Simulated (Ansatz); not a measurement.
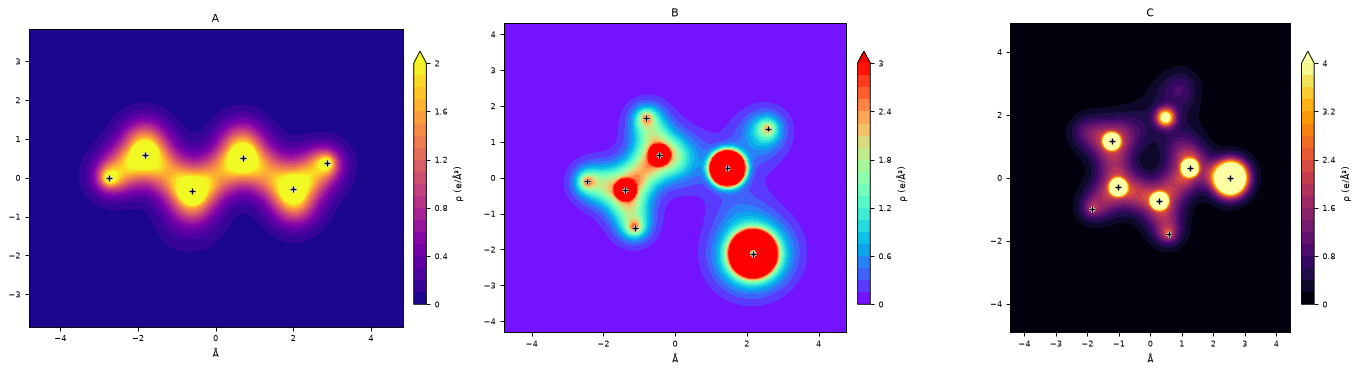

The total electron density of 3 systems, each on a plane through atoms (crosses mark nuclei in the plane).

Level of theory: Ansatz, isolated molecule in a Gaussian basis; Kohn-Sham density functional theory, functional PBE0.

System 1: C$_{4}$H$_{5}$FSi (SMILES FC1=[SiH]CC=C1), the plane of atoms C3, C4 and H11. Geometry: r2SCAN-D4/def2-SVP.

| atom | x (Å) | y (Å) | z (Å) |
| --- | --- | --- | --- |
| C | -2.0099 | 0.4042 | -0.2813 |
| C | 0.3236 | 1.2435 | 0.5747 |
| C | -0.6544 | 2.2711 | 0.1728 |
| C | -1.8568 | 1.8193 | -0.3216 |
| F | -3.1100 | -0.1260 | -0.8168 |
| Si | -0.7228 | -0.3783 | 0.7442 |
| H | -0.1604 | -1.5946 | 0.0697 |
| H | 0.9353 | 0.9331 | -0.2985 |
| H | 1.0160 | 1.5590 | 1.3680 |
| H | -0.4747 | 3.3341 | 0.3671 |
| H | -2.6485 | 2.4773 | -0.6968 |

System 2: C$_{2}$H$_{4}$AlI, the molecular plane. Geometry: r2SCAN-D4/def2-SVP; core potentials replace the inner electrons of I.

```yaml
atoms:
  - { symbol: C, position_ang: [-1.4517, 0.5512, 1.6070] }
  - { symbol: C, position_ang: [-0.1839, 0.3092, 1.2198] }
  - { symbol: Al, position_ang: [-2.9980, 0.1801, 0.4985] }
  - { symbol: I, position_ang: [-2.5907, -0.7950, -1.7533] }
  - { symbol: H, position_ang: [-1.5838, 0.9830, 2.6122] }
  - { symbol: H, position_ang: [0.6809, 0.5259, 1.8618] }
  - { symbol: H, position_ang: [0.0506, -0.1199, 0.2362] }
  - { symbol: H, position_ang: [-4.4960, 0.4521, 0.9227] }
```

System 3: C$_{4}$H$_{12}$N$_{2}$ (SMILES CCC(C)(N)N), the plane of atoms C2, C3 and C4. Geometry: B3LYP/6-31G*.

```xyz
18

C    -2.3763   -2.3250   -0.1964
C    -1.5336   -1.2676   -0.9150
C    -0.0833   -1.1085   -0.3820
C     0.6691   -0.0790   -1.2473
N    -0.1561   -0.7243    1.0358
N     0.7074   -2.3473   -0.3905
H    -2.4185   -2.1238    0.8780
H    -1.9607   -3.3308   -0.3336
H    -3.3990   -2.3397   -0.5897
H    -1.4778   -1.5007   -1.9877
H    -2.0384   -0.2925   -0.8456
H     1.6874    0.0552   -0.8673
H     0.7383   -0.4016   -2.2947
H     0.1552    0.8896   -1.2329
H    -0.5997    0.1892    1.1237
H     0.7960   -0.6308    1.3886
H     0.2390   -3.0408    0.1906
H     0.7523   -2.7258   -1.3356
```

Which map belongs to which system?

Panel A is system 3, C$_{4}$H$_{12}$N$_{2}$: the plane holds C and H. C–C (1.53 Å): the density is about 1.6 e/Å³ at the midpoint. Panel B is system 2, C$_{2}$H$_{4}$AlI: the plane holds C, Al, I and H. C–C (1.35 Å): the density is about 2.3 e/Å³ at the midpoint. Panel C is system 1, C$_{4}$H$_{5}$FSi: the plane holds C, F and H. C–F (1.33 Å): ρ at the midpoint is about 2.3 e/Å³.
